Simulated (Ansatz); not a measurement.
# F2H2SSi: a reaction path by the nudged elastic band

What path joins these two structures, and how high does it climb? Both ends were relaxed at PBE0-D4 in triple zeta. A second band with other settings follows.

Computed with Ansatz 0.2.0, Gaussian basis. Level: PBE0-D4/def2-SVP.

16 further runs of the same task are left out: 16 set aside as unsound or not needed.

## Step 1: Where the work starts

The first end: 6 atoms, charge 0, spin multiplicity 1.

Atoms are counted from 1 here; the program's logs count them from 0.

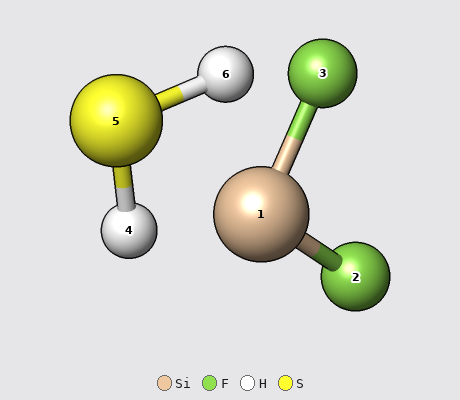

The starting geometry (silicon light orange, fluorine green, hydrogen white, sulfur yellow); atoms are numbered from 1 in the order of the file.

Geometry (Å):

```xyz
6
charge 0, multiplicity 1
Si    0.5182   -1.4627    0.2850
F    -0.7887   -1.0713    1.1618
F    -0.1876   -1.6707   -1.1573
H     0.3887    1.6778    0.8548
S     0.6829    1.3021   -0.4004
H    -0.6135    1.2249   -0.7439
```

The second end:

```xyz
6
F2H2SSi
Si    0.2101   -0.4249    0.0896
F    -1.0193   -1.0947    0.8311
F     0.8171   -1.4925   -0.9081
H     1.2045   -0.0890    1.1206
S    -0.3989    1.2008   -1.1025
H    -0.8135    1.9005   -0.0306
```

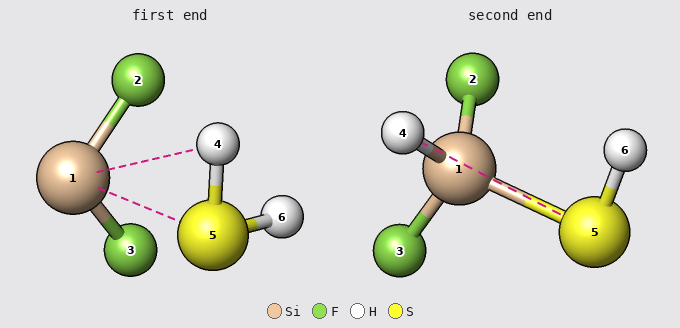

The two ends; dashed lines mark the contacts followed along the path.

## Step 2: The band at PBE0-D4/def2-SVP

File neb/in.yaml:

```yaml
crystal:
  periodic: [false, false, false]
  atoms:
    - {symbol: Si, position_ang: [0.518209, -1.462654, 0.284982]}
    - {symbol: F, position_ang: [-0.788691, -1.071304, 1.161760]}
    - {symbol: F, position_ang: [-0.187647, -1.670724, -1.157261]}
    - {symbol: H, position_ang: [0.388733, 1.677770, 0.854817]}
    - {symbol: S, position_ang: [0.682886, 1.302063, -0.400419]}
    - {symbol: H, position_ang: [-0.613489, 1.224949, -0.743880]}
basis:
  gaussian: {orbitals: def2-SVP}
hamiltonian: {xc: pbe0, dispersion: d4}
neb:
  images: 5
  climbing: true
  max_iterations: 40
  initial_path: idpp
  final_atoms:
    - {symbol: Si, position_ang: [0.210081, -0.424907, 0.089633]}
    - {symbol: F, position_ang: [-1.019265, -1.094701, 0.831075]}
    - {symbol: F, position_ang: [0.817097, -1.492509, -0.908140]}
    - {symbol: H, position_ang: [1.204476, -0.089024, 1.120620]}
    - {symbol: S, position_ang: [-0.398915, 1.200787, -1.102543]}
    - {symbol: H, position_ang: [-0.813472, 1.900451, -0.030644]}
```

The run is started by

```
> ansatz run in.yaml --threads 2 --pin off --events-out ev --progress --plain --max-ram 4352MiB
```

Standard output:

```text
Functional definition: PBE0
  name "PBE0"
  cite "Adamo & Barone, J. Chem. Phys. 110, 6158 (1999) doi:10.1063/1.478522"
  cite "Perdew, Burke & Ernzerhof, Phys. Rev. Lett. 77, 3865 (1996) doi:10.1103/PhysRevLett.77.3865"
  parent pbe
  parameter a = 0.25
  parameter kappa = 0.804
  parameter beta = 0.06672455060314922
  exchange = (1 - a)*pbe_x(kappa = kappa, mu = beta*pi^2/3) + a*exact_x
  correlation = pbe_c(beta = beta)
734 factors; integrals over basis functions are off by at most 3.4e-4 eV
mean field evaluation 1: about -24156.3610 eV, gradient 4.1e1 eV
mean field evaluation 2: about -24152.5511 eV, gradient 6.5e1 eV
mean field evaluation 4: about -24159.0172 eV, gradient 8.4e-1 eV
mean field evaluation 8: about -24159.0287 eV, gradient 2.8e-2 eV
mean field -24159.02873273 eV, -887.8279303502 hartree, gradient 2.9e-5 eV, S^2 0.000000; 0 other end points of the search recorded, 0 dependent functions left out
the calculation of the forces begins
reference -24159.02875503 eV, -887.8279311694 hartree; 25, 25 occupied and 49, 49 virtual orbitals, 734 factors
[... from here to the last solve, the lines of the solves are left out (116 solves) ...]
WARN: NEB end point (image 0): max|allowed force component| = 9.940e-1 eV/Å (the criterion of neb.relax_end_points is 1.000e-2). That is over neb.f_tol: it is no minimum, so the barrier can be far off. Relax it first
WARN: NEB end point (image 6): max|allowed force component| = 9.806e-1 eV/Å (the criterion of neb.relax_end_points is 1.000e-2). That is over neb.f_tol: it is no minimum, so the barrier can be far off. Relax it first
NEB iter   1: max|band force component| = 5.821e0 eV/Å  barrier→ = 2.9219 eV  barrier← = 4.6613 eV  Δτ_max = 0.2000 Å  (177 SCF iters)
NEB iter   2: max|band force component| = 3.153e0 eV/Å  barrier→ = 1.8937 eV  barrier← = 3.6332 eV  Δτ_max = 0.2000 Å  (154 SCF iters)
NEB iter   3: max|band force component| = 2.189e0 eV/Å  barrier→ = 1.4668 eV  barrier← = 3.2063 eV  Δτ_max = 0.2000 Å  (153 SCF iters)
NEB iter   4: max|band force component| = 7.927e0 eV/Å  barrier→ = 1.2814 eV  barrier← = 3.0209 eV  Δτ_max = 0.0992 Å  (155 SCF iters)
NEB iter   5: max|band force component| = 8.429e-1 eV/Å  barrier→ = 1.1292 eV  barrier← = 2.8686 eV  Δτ_max = 0.1989 Å  (143 SCF iters)
NEB iter   6: max|band force component| = 9.792e-1 eV/Å  barrier→ = 0.7419 eV  barrier← = 2.4814 eV  Δτ_max = 0.0985 Å  (147 SCF iters)
NEB iter   7: max|band force component| = 7.130e-1 eV/Å  barrier→ = 0.7034 eV  barrier← = 2.4429 eV  Δτ_max = 0.0984 Å  (143 SCF iters)
NEB iter   8: max|band force component| = 1.219e0 eV/Å  barrier→ = 0.9196 eV  barrier← = 2.6591 eV  CI = image 4  Δτ_max = 0.0983 Å  (144 SCF iters)
NEB iter   9: max|band force component| = 5.497e-1 eV/Å  barrier→ = 1.0945 eV  barrier← = 2.8339 eV  CI = image 4  Δτ_max = 0.0866 Å  (146 SCF iters)
NEB iter  10: max|band force component| = 2.914e-1 eV/Å  barrier→ = 1.1161 eV  barrier← = 2.8556 eV  CI = image 4  Δτ_max = 0.0617 Å  (137 SCF iters)
NEB iter  11: max|band force component| = 2.020e-1 eV/Å  barrier→ = 1.1068 eV  barrier← = 2.8463 eV  CI = image 4  Δτ_max = 0.1915 Å  (142 SCF iters)
NEB iter  12: max|band force component| = 1.387e0 eV/Å  barrier→ = 1.1018 eV  barrier← = 2.8412 eV  CI = image 4  Δτ_max = 0.0958 Å  (148 SCF iters)
NEB iter  13: max|band force component| = 3.537e-1 eV/Å  barrier→ = 1.0990 eV  barrier← = 2.8384 eV  CI = image 4  Δτ_max = 0.0568 Å  (137 SCF iters)
NEB iter  14: max|band force component| = 1.111e-1 eV/Å  barrier→ = 1.0972 eV  barrier← = 2.8366 eV  CI = image 4  Δτ_max = 0.0272 Å  (139 SCF iters)
NEB iter  15: max|band force component| = 5.128e-2 eV/Å  barrier→ = 1.0968 eV  barrier← = 2.8363 eV  CI = image 4  Δτ_max = 0.0056 Å  (135 SCF iters)
734 factors; integrals over basis functions are off by at most 7.9e-4 eV
mean field -24159.36514957 eV, -887.8402934407 hartree, gradient 2.2e-6 eV, S^2 0.000000; 0 other end points of the search recorded, 0 dependent functions left out
the calculation of the forces begins
reference -24159.36516940 eV, -887.8402941696 hartree; 25, 25 occupied and 49, 49 virtual orbitals, 734 factors
NEB iter  16: max|band force component| = 2.889e-2 eV/Å  barrier→ = 1.0968 eV  barrier← = 2.8362 eV  CI = image 4  Δτ_max = 0.0000 Å  (916 SCF iters)
Total energy: -24158.03896119 eV, -887.7915569168 hartree
Atom 0 at     0.246292    -0.764283     0.481198 Å, force    -0.004338    -0.001013    -0.008331 eV/Å
Atom 1 at    -1.347997    -0.980483     0.677758 Å, force    -0.009450     0.002932     0.003913 eV/Å
Atom 2 at     0.718961    -1.877842    -0.593279 Å, force     0.007905     0.003700    -0.002551 eV/Å
Atom 3 at     0.941665     0.691294     0.550466 Å, force     0.004934     0.008945    -0.004138 eV/Å
Atom 4 at     0.236121     1.229529    -0.926660 Å, force     0.000010    -0.015230     0.010898 eV/Å
Atom 5 at    -0.795040     1.701885    -0.189484 Å, force     0.000939     0.000666     0.000209 eV/Å
Dipole moment:     0.035486     0.274314     0.253321 e Å
```

It took 2.2 min on 2 threads of Arm Neoverse V1, shared host.

The last band:

```
image  path (Å)  energy (kcal/mol)  Si1–H4 (Å)  Si1–S5 (Å)  H4–S5 (Å)
    0      0.00                0.0        3.19        2.85       1.34
    1      0.75               -0.2        3.25        2.86       1.35
    2      1.49                0.2        3.20        2.87       1.35
    3      2.24                4.6        2.48        2.83       1.36
    4      2.99               25.3        1.61        2.44       1.72
    5      3.69              -21.6        1.46        2.14       2.42
    6      4.40              -40.1        1.47        2.11       3.03
```

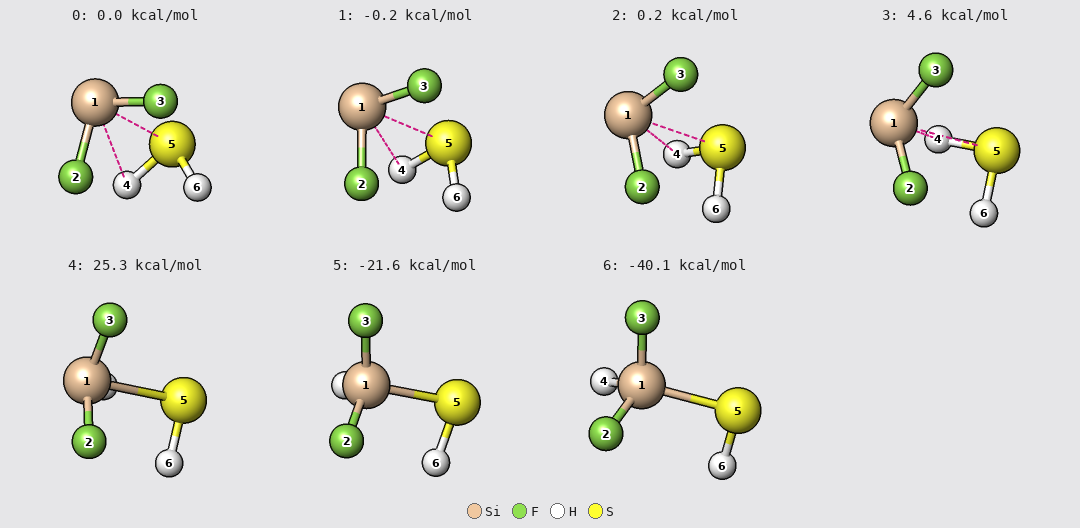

The images of the last band.

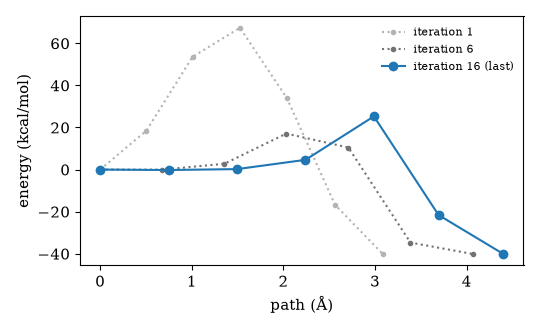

Energy along the path.

The highest image, 4:

```xyz
6

Si    0.2463   -0.7643    0.4812
F    -1.3480   -0.9805    0.6778
F     0.7190   -1.8778   -0.5933
H     0.9417    0.6913    0.5505
S     0.2361    1.2295   -0.9267
H    -0.7950    1.7019   -0.1895
```

## Step 3: The band at PBE0-D4/def2-SVPD, other settings

Edit neb/in.yaml of step 2 so:

```diff
@@ -10,9 +10,10 @@
 basis:
-  gaussian: {orbitals: def2-SVP}
+  gaussian: {orbitals: def2-SVPD}
 hamiltonian: {xc: pbe0, dispersion: d4}
 neb:
-  images: 5
+  images: 3
   climbing: true
-  max_iterations: 40
+  max_iterations: 60
   initial_path: idpp
+  spring: 10.0
   final_atoms:
```

The run is started by

```
> ansatz run in.yaml --threads 2 --pin off --events-out ev --progress --plain --max-ram 4352MiB
```

Standard output:

```text
[... 10 set-up lines as earlier in the session ...]
1110 factors; integrals over basis functions are off by at most 3.6e-4 eV
mean field evaluation 1: about -24156.6571 eV, gradient 4.5e1 eV
mean field evaluation 2: about -24150.8798 eV, gradient 7.7e1 eV
mean field evaluation 4: about -24159.8219 eV, gradient 1.4e0 eV
mean field evaluation 8: about -24159.8327 eV, gradient 2.1e-2 eV
mean field -24159.83268079 eV, -887.8574748964 hartree, gradient 3.6e-5 eV, S^2 0.000000; 0 other end points of the search recorded, 0 dependent functions left out
the calculation of the forces begins
reference -24159.83272084 eV, -887.8574763681 hartree; 25, 25 occupied and 88, 88 virtual orbitals, 1110 factors
[... from here to the last solve, the lines of the solves are left out (91 solves) ...]
WARN: NEB end point (image 0): max|allowed force component| = 1.644e0 eV/Å (the criterion of neb.relax_end_points is 1.000e-2). That is over neb.f_tol: it is no minimum, so the barrier can be far off. Relax it first
WARN: NEB end point (image 4): max|allowed force component| = 1.395e0 eV/Å (the criterion of neb.relax_end_points is 1.000e-2). That is over neb.f_tol: it is no minimum, so the barrier can be far off. Relax it first
NEB iter   1: max|band force component| = 5.297e0 eV/Å  barrier→ = 2.8895 eV  barrier← = 4.5536 eV  Δτ_max = 0.2000 Å  (126 SCF iters)
NEB iter   2: max|band force component| = 2.658e0 eV/Å  barrier→ = 1.9325 eV  barrier← = 3.5967 eV  Δτ_max = 0.2000 Å  (88 SCF iters)
NEB iter   3: max|band force component| = 4.796e0 eV/Å  barrier→ = 1.4627 eV  barrier← = 3.1269 eV  Δτ_max = 0.0996 Å  (89 SCF iters)
NEB iter   4: max|band force component| = 1.038e0 eV/Å  barrier→ = 1.3028 eV  barrier← = 2.9669 eV  Δτ_max = 0.1983 Å  (82 SCF iters)
NEB iter   5: max|band force component| = 1.997e0 eV/Å  barrier→ = 1.0549 eV  barrier← = 2.7191 eV  Δτ_max = 0.0987 Å  (87 SCF iters)
NEB iter   6: max|band force component| = 1.539e0 eV/Å  barrier→ = 0.8029 eV  barrier← = 2.4671 eV  Δτ_max = 0.0988 Å  (84 SCF iters)
NEB iter   7: max|band force component| = 9.374e-1 eV/Å  barrier→ = 0.5352 eV  barrier← = 2.1993 eV  Δτ_max = 0.1746 Å  (85 SCF iters)
NEB iter   8: max|band force component| = 9.364e-1 eV/Å  barrier→ = 0.3535 eV  barrier← = 2.0176 eV  Δτ_max = 0.0725 Å  (87 SCF iters)
NEB iter   9: max|band force component| = 6.327e-1 eV/Å  barrier→ = 0.2866 eV  barrier← = 1.9507 eV  CI = image 2  Δτ_max = 0.2000 Å  (79 SCF iters)
NEB iter  10: max|band force component| = 7.363e-1 eV/Å  barrier→ = 0.5081 eV  barrier← = 2.1723 eV  CI = image 2  Δτ_max = 0.2000 Å  (85 SCF iters)
NEB iter  11: max|band force component| = 1.854e0 eV/Å  barrier→ = 1.0444 eV  barrier← = 2.7086 eV  CI = image 2  Δτ_max = 0.1002 Å  (82 SCF iters)
NEB iter  12: max|band force component| = 1.440e0 eV/Å  barrier→ = 0.9030 eV  barrier← = 2.5672 eV  CI = image 2  Δτ_max = 0.1951 Å  (82 SCF iters)
NEB iter  13: max|band force component| = 2.664e0 eV/Å  barrier→ = 1.0133 eV  barrier← = 2.6775 eV  CI = image 2  Δτ_max = 0.0996 Å  (83 SCF iters)
NEB iter  14: max|band force component| = 9.948e-1 eV/Å  barrier→ = 1.0548 eV  barrier← = 2.7190 eV  CI = image 2  Δτ_max = 0.2000 Å  (81 SCF iters)
NEB iter  15: max|band force component| = 1.226e0 eV/Å  barrier→ = 1.1713 eV  barrier← = 2.8355 eV  CI = image 2  Δτ_max = 0.1032 Å  (88 SCF iters)
NEB iter  16: max|band force component| = 2.923e-1 eV/Å  barrier→ = 1.1110 eV  barrier← = 2.7752 eV  CI = image 2  Δτ_max = 0.0765 Å  (83 SCF iters)
NEB iter  17: max|band force component| = 2.101e-1 eV/Å  barrier→ = 1.1031 eV  barrier← = 2.7673 eV  CI = image 2  Δτ_max = 0.0369 Å  (83 SCF iters)
NEB iter  18: max|band force component| = 8.829e-2 eV/Å  barrier→ = 1.0986 eV  barrier← = 2.7628 eV  CI = image 2  Δτ_max = 0.0159 Å  (75 SCF iters)
NEB iter  19: max|band force component| = 6.915e-2 eV/Å  barrier→ = 1.0982 eV  barrier← = 2.7623 eV  CI = image 2  Δτ_max = 0.0118 Å  (75 SCF iters)
1110 factors; integrals over basis functions are off by at most 6.4e-4 eV
mean field -24158.74466463 eV, -887.8174910398 hartree, gradient 2.8e-6 eV, S^2 0.000000; 0 other end points of the search recorded, 0 dependent functions left out
the calculation of the forces begins
reference -24158.74470402 eV, -887.8174924873 hartree; 25, 25 occupied and 88, 88 virtual orbitals, 1110 factors
NEB iter  20: max|band force component| = 3.710e-2 eV/Å  barrier→ = 1.0980 eV  barrier← = 2.7621 eV  CI = image 2  Δτ_max = 0.0000 Å  (740 SCF iters)
WARN: NEB end point (image 0): the path dips 0.035672 eV below it before the top, so the barrier from the dip is that much higher. The path crosses a lower well, or the end point is a saddle point, which neb.relax_end_points tests for
Total energy: -24158.84171817 eV, -887.8210576919 hartree
Atom 0 at     0.244123    -0.774407     0.459540 Å, force     0.015956    -0.018608     0.019369 eV/Å
Atom 1 at    -1.352502    -1.020033     0.701080 Å, force    -0.002673    -0.008491    -0.006209 eV/Å
Atom 2 at     0.692846    -1.840507    -0.690950 Å, force    -0.013247    -0.010335     0.000427 eV/Å
Atom 3 at     0.981410     0.672823     0.520173 Å, force     0.002883     0.007278     0.007557 eV/Å
Atom 4 at     0.189805     1.218785    -0.902306 Å, force    -0.002974     0.030699    -0.019064 eV/Å
Atom 5 at    -0.755681     1.743439    -0.087538 Å, force     0.000054    -0.000542    -0.002081 eV/Å
Dipole moment:     0.077829     0.322754     0.215668 e Å
```

It took 3.4 min on 2 threads of Arm Neoverse V1, shared host.

The last band:

```
image  path (Å)  energy (kcal/mol)  Si1–H4 (Å)  Si1–S5 (Å)  H4–S5 (Å)
    0      0.00                0.0        3.19        2.85       1.34
    1      1.42               -0.8        3.20        2.79       1.35
    2      2.84               25.3        1.63        2.41       1.72
    3      3.54              -20.2        1.47        2.15       2.42
    4      4.24              -38.4        1.47        2.11       3.03
```

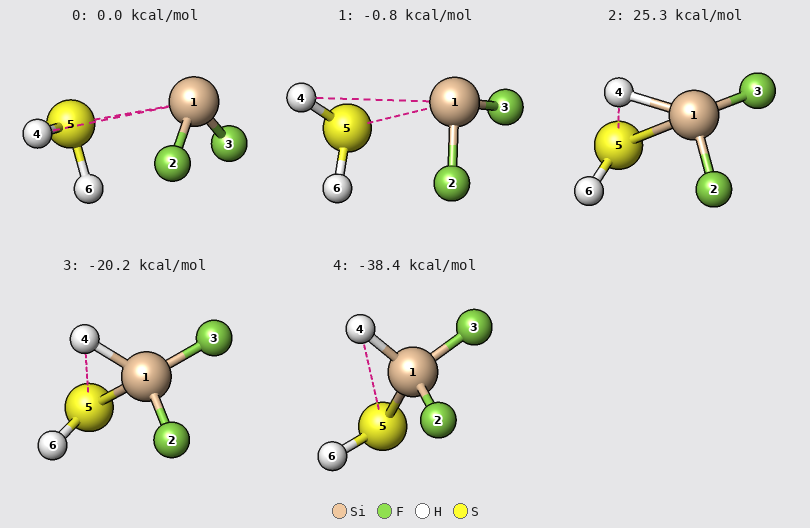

The images of the last band.

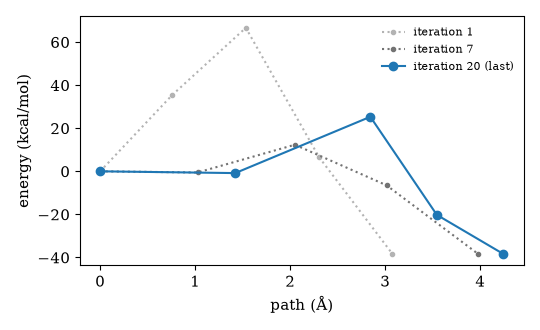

Energy along the path.

The highest image, 2:

```xyz
6
charge 0, multiplicity 1
Si    0.2441   -0.7744    0.4595
F    -1.3525   -1.0200    0.7011
F     0.6928   -1.8405   -0.6909
H     0.9814    0.6728    0.5202
S     0.1898    1.2188   -0.9023
H    -0.7557    1.7434   -0.0875
```

## Step 4: What came out

| quantity | value |
| --- | --- |
| PBE0-D4/def2-SVP, 16 iterations | highest 25.3 kcal/mol (image 4), last end -40.1 kcal/mol |
| PBE0-D4/def2-SVPD, 20 iterations | highest 25.3 kcal/mol (image 2), last end -38.4 kcal/mol |
| from earlier runs: barrier over the separately found saddle, CCSD(T)/def2-TZVPP | 28.2 kcal/mol |

The highest image lies 25.3 kcal/mol above the first end, and it climbed, so it estimates the saddle. The ends are not quite minima at this level (largest force component 0.99 eV/Å), so the heights are unreliable: relaxing the first end would lower it and raise the barrier above it. The highest image is 2.9 kcal/mol below the CCSD(T) barrier in triple zeta, which comes from separate runs on the saddle. The second band's highest image lies at 25.3 kcal/mol; the levels differ.
